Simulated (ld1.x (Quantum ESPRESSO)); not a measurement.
# A TM potential for Hf, from input to tests

Aim: build the potential from the settings below, then test how well it stands in for the atom: other configurations, scattering, ghost states and the plane-wave cutoff that it needs.

The numbers are computed with ld1.x (Quantum ESPRESSO) 7.5 (PBEsol, scalar-relativistic, spin-unpolarised reference atom).

## 1. The atom and the settings

The settings as typed:

```json
{"element": "hafnium (Hf, Z = 72)", "type": "norm-conserving Troullier–Martins (Kleinman–Bylander form)", "frozen core": "[Xe] 4f14", "valence charge": "4", "reference configuration": "5d2.5 6s1.5 6p0", "partial waves": "6p (bound, empty): rc 4.20 bohr; 5d (bound): rc 3.10 bohr; 6s (bound): rc 2.95 bohr", "local potential": "the s channel", "core correction": "not asked for"}
```

An earlier all-electron run gives the scale for the radii.

All-electron outer shells of the reference configuration (PBEsol, scalar-relativistic, ld1.x):

| shell | level (eV) | outermost node (bohr) | outermost maximum (bohr) |
| --- | --- | --- | --- |
| 5p | -34.89 | 0.60 | 1.16 |
| 4f | -16.11 | – | 0.45 |
| 6s | -4.92 | 1.37 | 2.93 |
| 5d | -2.32 | 0.67 | 1.71 |
| 6p | -1.30 | 1.67 | 4.10 |

## 2. Generating the potential

The input, Hf.in:

```
 &input
   title='Hf', zed=72., rel=1, dft='PBESOL', iswitch=3,
   config='[Xe] 4f14 5d2.5 6s1.5 6p0',
   nld=3, rlderiv=4.55, eminld=-2.0, emaxld=5.0, deld=0.02
 /
 &inputp
   pseudotype=2, tm=.true., lloc=0,
   nlcc=.false.,
   file_pseudopw='Hf.UPF', file_wfcaegen='ae.wfc', file_wfcncgen='nc.wfc', file_beta='beta', file_chi='chi'
 /
3
6P  2  1   0.00   0.00  4.20  4.20  0.0
5D  3  2   2.50   0.00  3.10  3.10  0.0
6S  1  0   1.50   0.00  2.95  2.95  0.0
 &test
   configts(1)='5d2.5 6s1.5 6p0'
 /
```

Command:

```
$ ld1.x < Hf.in > Hf.out
```

Output in Hf.out (without the banner and most projector matrices):

```text
     Program LD1 v.7.5
     --------------------------- All-electron run ----------------------------

     Hf
     scalar relativistic calculation

     atomic number is 72.00
     dft =PBESOL   lsd =0 sic =0 latt =0  beta=0.20 tr2=1.0E-14
     Exchange-correlation= PBESOL
                           (   1   4  10   8   0   0   0)
     mesh =1271 r(mesh) =  99.31870 a.u. xmin = -7.00 dx = 0.01250
     1 Ry =  13.60569312 eV, c = 137.03599908

     n l     nl                  e(Ry)          e(Ha)          e(eV)
     1 0     1S 1( 2.00)     -4796.7418     -2398.3709    -65262.9974
     2 0     2S 1( 2.00)      -820.3072      -410.1536    -11160.8482
     2 1     2P 1( 6.00)      -720.3203      -360.1601     -9800.4567
     3 0     3S 1( 2.00)      -186.8504       -93.4252     -2542.2294
     3 1     3P 1( 6.00)      -156.9858       -78.4929     -2135.9009
     4 0     4S 1( 2.00)       -37.5771       -18.7885      -511.2622
     4 1     4P 1( 6.00)       -27.7792       -13.8896      -377.9559
     3 2     3D 1(10.00)      -121.6362       -60.8181     -1654.9442
     5 0     5S 1( 2.00)        -4.8716        -2.4358       -66.2817
     5 1     5P 1( 6.00)        -2.5643        -1.2821       -34.8885
     4 2     4D 1(10.00)       -15.1233        -7.5616      -205.7630
     4 3     4F 1(14.00)        -1.1840        -0.5920       -16.1096
     5 2     5D 1( 2.50)        -0.1703        -0.0852        -2.3172
     6 0     6S 1( 1.50)        -0.3617        -0.1809        -4.9216
     6 1     6P 1( 0.00)        -0.0952        -0.0476        -1.2959

     final scf error:  1.8E-15 reached in  24 iterations

     Etot =  -30147.235294 Ry,  -15073.617647 Ha, -410174.031919 eV

     Ekin =   33033.833567 Ry,   16516.916783 Ha,  449448.202188 eV
     Encl =  -74390.558797 Ry,  -37195.279399 Ha,-1012135.114243 eV
     Eh   =   11815.587862 Ry,    5907.793931 Ha,  160759.262518 eV
     Exc  =    -606.097926 Ry,    -303.048963 Ha,   -8246.382381 eV

     normalization and overlap integrals

     s(1S/1S) =  1.000000  <r> =   0.0190  <r2> =    0.0005  r(max) =   0.0120
     s(2S/2S) =  1.000000  <r> =   0.0804  <r2> =    0.0076  r(max) =   0.0679
     s(2P/2P) =  1.000000  <r> =   0.0717  <r2> =    0.0063  r(max) =   0.0556
     s(3S/3S) =  1.000000  <r> =   0.2087  <r2> =    0.0498  r(max) =   0.1917
     s(3P/3P) =  1.000000  <r> =   0.2086  <r2> =    0.0504  r(max) =   0.1893
     s(4S/4S) =  1.000000  <r> =   0.4683  <r2> =    0.2477  r(max) =   0.4375
     s(4P/4P) =  1.000000  <r> =   0.4978  <r2> =    0.2820  r(max) =   0.4599
     s(3D/3D) =  1.000000  <r> =   0.1890  <r2> =    0.0419  r(max) =   0.1550
     s(5S/5S) =  1.000000  <r> =   1.1356  <r2> =    1.4519  r(max) =   1.0109
     s(5P/5P) =  1.000000  <r> =   1.3454  <r2> =    2.0614  r(max) =   1.1599
     s(4D/4D) =  1.000000  <r> =   0.5353  <r2> =    0.3325  r(max) =   0.4716
     s(4F/4F) =  1.000000  <r> =   0.6779  <r2> =    0.5972  r(max) =   0.4542
     s(5D/5D) =  1.000000  <r> =   2.5951  <r2> =    8.5432  r(max) =   1.7089
     s(6S/6S) =  1.000000  <r> =   3.4846  <r2> =   13.8680  r(max) =   2.9251
     s(6P/6P) =  1.000000  <r> =   5.2103  <r2> =   31.8116  r(max) =   4.0994

     ------------------------ End of All-electron run ------------------------

     --------------------- Generating NC pseudopotential ---------------------

      Generating local pot.: lloc=0, matching radius rcloc =   2.9500

      Wfc   6P  rcut= 4.151  Using Troullier-Martins method

      Wfc   5D  rcut= 3.075  Using Troullier-Martins method

     ------------------- End of pseudopotential generation -------------------

     [... the all-electron block is printed once more ...]


     Computing logarithmic derivative in   4.55900
     Message from routine run_pseudo:
     Warning: convergence not achieved
     Computing logarithmic derivative in   4.55900
     Computing the partial wave expansion
       no projector for channel:   0
     R is outside the sphere for l=    1 j= 0.00
     R is outside the sphere for l=    2 j= 0.00

     ---------------------- Testing the pseudopotential ----------------------

     Hf
     scalar relativistic calculation

     atomic number is 72.00   valence charge is  4.00
     dft =PBESOL   lsd =0 sic =0 latt =0  beta=0.20 tr2=1.0E-14
     mesh =1271 r(mesh) =  99.31870 xmin = -7.00 dx = 0.01250

     n l     nl             e AE (Ry)        e PS (Ry)    De AE-PS (Ry)
     3 2     5D   1( 2.50)       -0.17031       -0.17031        0.00000
     1 0     6S   1( 1.50)       -0.36173       -0.36173        0.00000
     2 1     6P   1( 0.00)       -0.09525       -0.09525        0.00000

     eps = 3.5E-10  iter =201

     Etot =  -30147.235294 Ry,  -15073.617647 Ha, -410174.031919 eV
     Etotps =    -5.429520 Ry,      -2.714760 Ha,     -73.872380 eV

     Ekin =       5.589112 Ry,       2.794556 Ha,      76.043743 eV
     Encl =      -9.337385 Ry,      -4.668693 Ha,    -127.041599 eV
     Ehrt =       4.954682 Ry,       2.477341 Ha,      67.411878 eV
     Ecxc =      -1.647828 Ry,      -0.823914 Ha,     -22.419848 eV
     Epseu=      -4.988100 Ry,      -2.494050 Ha,     -67.866555 eV

     ---------------------- End of pseudopotential test ----------------------
```

Run time: 3.9 s. Hardware: 1 thread, shared host. This counts the later configuration tests of the new file too.

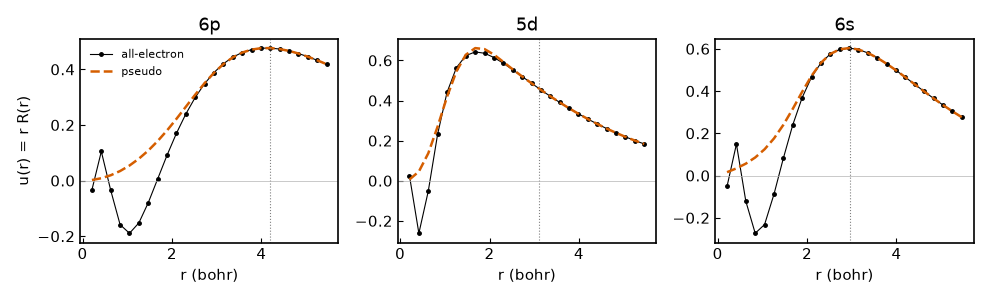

All-electron and pseudo partial waves (6p, 5d, 6s), with the matching radii dotted. The curves join 26 sampled radii, too few to resolve the innermost nodes.

## 3. Configuration tests

The input, Hf.test.in:

```
 &input
   title='Hf', zed=72., rel=1, dft='PBESOL', iswitch=2,
   config='[Xe] 4f14 5d2.5 6s1.5 6p0'
 /
 &test
   file_pseudo='Hf.UPF', nconf=8,
   configts(1)='5d2.5 6s1.5 6p0',
   configts(2)='5d2 6s2 6p0',
   configts(3)='5d2 6s1 6p0',
   configts(4)='5d2 6s0 6p0',
   configts(5)='5d1 6s2 6p0',
   configts(6)='5d3 6s1 6p0',
   configts(7)='5d3 6s0 6p0',
   configts(8)='5d2 6s1.5 6p0'
 /
```

Command:

```
$ ld1.x < Hf.test.in > Hf.test.out
```

Hf.test.out, the pseudopotential blocks, each with the warnings that came before it:

```text
     Warning: convergence not achieved
     ---------------------- Testing the pseudopotential ----------------------

     Hf
     scalar relativistic calculation

     atomic number is 72.00   valence charge is  4.00
     dft =PBESOL   lsd =0 sic =0 latt =0  beta=0.20 tr2=1.0E-14
     mesh =1271 r(mesh) =  99.31870 xmin = -7.00 dx = 0.01250

     n l     nl             e AE (Ry)        e PS (Ry)    De AE-PS (Ry)
     3 2     5D   1( 2.50)       -0.17031       -0.17031        0.00000
     1 0     6S   1( 1.50)       -0.36173       -0.36173        0.00000
     2 1     6P   1( 0.00)       -0.09525       -0.09525        0.00000

     eps = 2.6E-11  iter =201

     Etot =  -30147.235294 Ry,  -15073.617647 Ha, -410174.031919 eV
     Etotps =    -5.429520 Ry,      -2.714760 Ha,     -73.872380 eV

     Ekin =       5.589112 Ry,       2.794556 Ha,      76.043743 eV
     Encl =      -9.337385 Ry,      -4.668693 Ha,    -127.041599 eV
     Ehrt =       4.954682 Ry,       2.477341 Ha,      67.411878 eV
     Ecxc =      -1.647828 Ry,      -0.823914 Ha,     -22.419848 eV
     Epseu=      -4.988100 Ry,      -2.494050 Ha,     -67.866555 eV

     ---------------------- End of pseudopotential test ----------------------

     Warning: convergence not achieved
     ---------------------- Testing the pseudopotential ----------------------

     Hf
     [...]
     n l     nl             e AE (Ry)        e PS (Ry)    De AE-PS (Ry)
     3 2     5D   1( 2.00)       -0.19948       -0.19834       -0.00114
     1 0     6S   1( 2.00)       -0.37710       -0.37758        0.00049
     2 1     6P   1( 0.00)       -0.10069       -0.10061       -0.00009

     eps = 2.9E-10  iter =201

     Etot =  -30147.327533 Ry,  -15073.663767 Ha, -410175.286894 eV
     Etotps =    -5.522260 Ry,      -2.761130 Ha,     -75.134170 eV
     dEtot_ae =      -0.092239 Ry
     dEtot_ps =      -0.092740 Ry,   Delta E=       0.000501 Ry

     [...]
     ---------------------- End of pseudopotential test ----------------------

     Warning: convergence not achieved
     ---------------------- Testing the pseudopotential ----------------------

     Hf
     [...]
     n l     nl             e AE (Ry)        e PS (Ry)    De AE-PS (Ry)
     3 2     5D   1( 2.00)       -0.67976       -0.68065        0.00089
     1 0     6S   1( 1.00)       -0.80898       -0.81047        0.00149
     2 1     6P   1( 0.00)       -0.46543       -0.46643        0.00099

     eps = 8.3E-10  iter =201

     Etot =  -30146.738930 Ry,  -15073.369465 Ha, -410167.278537 eV
     Etotps =    -4.932491 Ry,      -2.466245 Ha,     -67.109953 eV
     dEtot_ae =       0.496364 Ry
     dEtot_ps =       0.497029 Ry,   Delta E=      -0.000665 Ry

     [...]
     ---------------------- End of pseudopotential test ----------------------

     ---------------------- Testing the pseudopotential ----------------------

     Hf
     [...]
     n l     nl             e AE (Ry)        e PS (Ry)    De AE-PS (Ry)
     3 2     5D   1( 2.00)       -1.22693       -1.22764        0.00070
     1 0     6S   1( 0.00)       -1.27842       -1.27131       -0.00711  !
     2 1     6P   1( 0.00)       -0.87096       -0.86596       -0.00500  !

     eps = 2.4E-15  iter =  8

     Etot =  -30145.698005 Ry,  -15072.849003 Ha, -410153.116035 eV
     Etotps =    -3.891711 Ry,      -1.945855 Ha,     -52.949421 eV
     dEtot_ae =       1.537289 Ry
     dEtot_ps =       1.537809 Ry,   Delta E=      -0.000520 Ry

     [...]
     ---------------------- End of pseudopotential test ----------------------

     Warning: convergence not achieved
     ---------------------- Testing the pseudopotential ----------------------

     Hf
     [...]
     n l     nl             e AE (Ry)        e PS (Ry)    De AE-PS (Ry)
     3 2     5D   1( 1.00)       -0.78861       -0.77606       -0.01255  !
     1 0     6S   1( 2.00)       -0.87422       -0.87458        0.00036
     2 1     6P   1( 0.00)       -0.50746       -0.50722       -0.00024

     eps = 5.4E-10  iter =201

     Etot =  -30146.846865 Ry,  -15073.423432 Ha, -410168.747070 eV
     Etotps =    -5.046666 Ry,      -2.523333 Ha,     -68.663394 eV
     dEtot_ae =       0.388429 Ry
     dEtot_ps =       0.382853 Ry,   Delta E=       0.005576 Ry

     [...]
     ---------------------- End of pseudopotential test ----------------------

     ---------------------- Testing the pseudopotential ----------------------

     Hf
     [...]
     n l     nl             e AE (Ry)        e PS (Ry)    De AE-PS (Ry)
     3 2     5D   1( 3.00)       -0.14697       -0.14705        0.00007
     1 0     6S   1( 1.00)       -0.34951       -0.34878       -0.00073
     2 1     6P   1( 0.00)       -0.09180       -0.09181        0.00001

     eps = 6.9E-15  iter = 74

     Etot =  -30147.136839 Ry,  -15073.568420 Ha, -410172.692374 eV
     Etotps =    -5.331151 Ry,      -2.665575 Ha,     -72.533999 eV
     dEtot_ae =       0.098455 Ry
     dEtot_ps =       0.098369 Ry,   Delta E=       0.000086 Ry

     [...]
     ---------------------- End of pseudopotential test ----------------------

     ---------------------- Testing the pseudopotential ----------------------

     Hf
     [...]
     n l     nl             e AE (Ry)        e PS (Ry)    De AE-PS (Ry)
     3 2     5D   1( 3.00)       -0.58546       -0.58640        0.00095
     1 0     6S   1( 0.00)       -0.74894       -0.74569       -0.00325
     2 1     6P   1( 0.00)       -0.42629       -0.42516       -0.00113

     eps = 4.6E-15  iter =  7

     Etot =  -30146.592117 Ry,  -15073.296059 Ha, -410165.281055 eV
     Etotps =    -4.787640 Ry,      -2.393820 Ha,     -65.139156 eV
     dEtot_ae =       0.643177 Ry
     dEtot_ps =       0.641880 Ry,   Delta E=       0.001297 Ry

     [...]
     ---------------------- End of pseudopotential test ----------------------

     Warning: convergence not achieved
     ---------------------- Testing the pseudopotential ----------------------

     Hf
     [...]
     n l     nl             e AE (Ry)        e PS (Ry)    De AE-PS (Ry)
     3 2     5D   1( 2.00)       -0.42968       -0.42931       -0.00037
     1 0     6S   1( 1.50)       -0.58672       -0.58764        0.00092
     2 1     6P   1( 0.00)       -0.27586       -0.27612        0.00027

     eps = 3.3E-10  iter =201

     Etot =  -30147.087280 Ry,  -15073.543640 Ha, -410172.018079 eV
     Etotps =    -5.281591 Ry,      -2.640795 Ha,     -71.859704 eV
     dEtot_ae =       0.148015 Ry
     dEtot_ps =       0.147929 Ry,   Delta E=       0.000086 Ry

     [...]
     ---------------------- End of pseudopotential test ----------------------
```

Excitation and ionisation energies from 5d2.5 6s1.5 6p0, with the error of the potential. A star marks tests that logged a warning.

| valence configuration | charge | ΔE all-electron (eV) | error AE − PS (meV) |
| --- | --- | --- | --- |
| 5d2 6s2 6p0 * | 0 | -1.255 | +6.8 |
| 5d2 6s1 6p0 * | +1 | 6.753 | -9.0 |
| 5d2 6s0 6p0 | +2 | 20.916 | -7.1 |
| 5d1 6s2 6p0 * | +1 | 5.285 | +76 |
| 5d3 6s1 6p0 | 0 | 1.340 | +1.2 |
| 5d3 6s0 6p0 | +1 | 8.751 | +18 |
| 5d2 6s1.5 6p0 * | +0.5 | 2.014 | +1.2 |

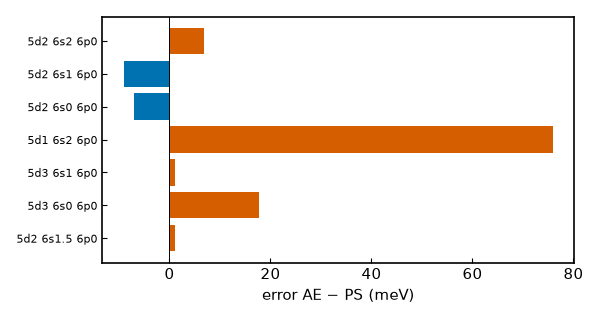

Error of the potential in each test configuration.

## 4. Logarithmic derivatives

Taken from the files of the generation run. The phase is arctan(r·u′/u) with u = r·R, unwrapped, with energies in Ry. A pole is an energy at which the radial function vanishes at the test radius. The pseudo phase is shifted by a multiple of π to meet the all-electron one at the reference energy. Levels narrower than the energy grid can be missing from the poles. The last column is the largest difference on the grid between −1 and +1 Ry.

```tsv
channel	radius (bohr)	reference (Ry)	poles AE	poles PS	window around the reference with phases within 0.05 rad (Ry)	largest difference near zero (rad)
s	4.56	-0.36	-0.10, 2.38	-0.10, 2.14, 4.74	below 0.7	0.194
p	4.56	-0.10	0.50, 3.20	0.48, 2.74	below 1.1	0.022
d	4.56	-0.17	-0.08, 1.65, 4.67	-0.08, 1.79	below 0.5	0.177
```

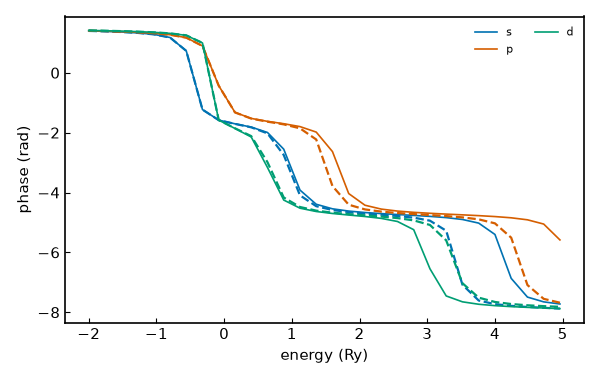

All-electron (solid) and pseudo (dashed) phases against energy.

## 5. Plane-wave convergence, by spherical Bessel functions

This step uses the generator's waves and projectors in a separate script. Basis: spherical Bessel functions vanishing at 20 bohr, q² up to the cutoff; potential fixed at the reference.

All-electron valence levels (Ry): 6p -0.0953, 5d -0.1703, 6s -0.3617. The lowest levels of each channel (Ry) by cutoff; the last column sums, over occupied levels, occupation times the distance from the level at 400 Ry. A positive value at high cutoff is not a bound level.

| cutoff (Ry) | p #1 | d #1 | s #1 | f #1 | Σ f·Δε (mRy) |
| --- | --- | --- | --- | --- | --- |
| 8 | -0.0952 | -0.0409 | -0.3591 | 0.1012 | 327.4 |
| 10 | -0.0952 | -0.0920 | -0.3603 | 0.1012 | 197.9 |
| 12 | -0.0952 | -0.1343 | -0.3612 | 0.1012 | 90.8 |
| 15 | -0.0952 | -0.1577 | -0.3616 | 0.1012 | 31.7 |
| 18 | -0.0952 | -0.1689 | -0.3616 | 0.1012 | 3.8 |
| 21 | -0.0952 | -0.1701 | -0.3617 | 0.1012 | 0.6 |
| 25 | -0.0952 | -0.1703 | -0.3617 | 0.1012 | 0.2 |
| 30 | -0.0952 | -0.1703 | -0.3617 | 0.1012 | 0.1 |
| 400 | -0.0952 | -0.1703 | -0.3617 | 0.1012 | 0.0 |

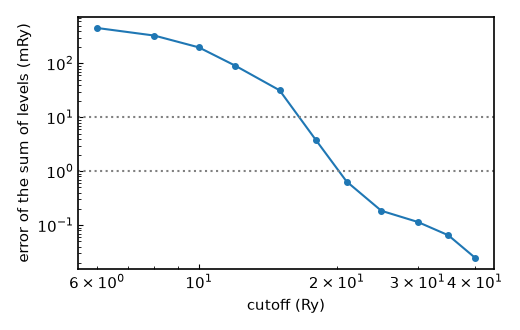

Occupation-weighted error of the valence levels against the cutoff; the dotted lines mark 10 and 1 mRy.

The sum stays within 10 mRy from 18 Ry and within 1 mRy from 21 Ry. The sum leaves out empty levels, which can need more. Ghost test: no level below the all-electron spectrum of its channel (p, d, s, f tested).

## 6. Results

| quantity | value |
| --- | --- |
| cutoffs for 10 and 1 mRy, occupied levels | 18 Ry and 21 Ry |
| bound ghosts | none found |
| largest test error (AE − PS) | +76 meV, for 5d1 6s2 6p0 (one of 5 tests with a warning) |
| largest phase difference near zero energy, channels read | 0.194 rad |

In words: The worst unpolarised test, 5d1 6s2 6p0, is off by 76 meV on 5.3 eV; by total energies transferability rates as fair. The potential is soft on the atom at that tolerance: the looser tolerance needs 18 Ry. The slowest occupied level is 5d: taken alone it needs 21 Ry to come within 1 mRy, against 12 Ry for 6s. The Bessel-basis test finds no level below the valence levels. Of the channels read, s scatters worst near zero energy, by up to 0.19 rad.
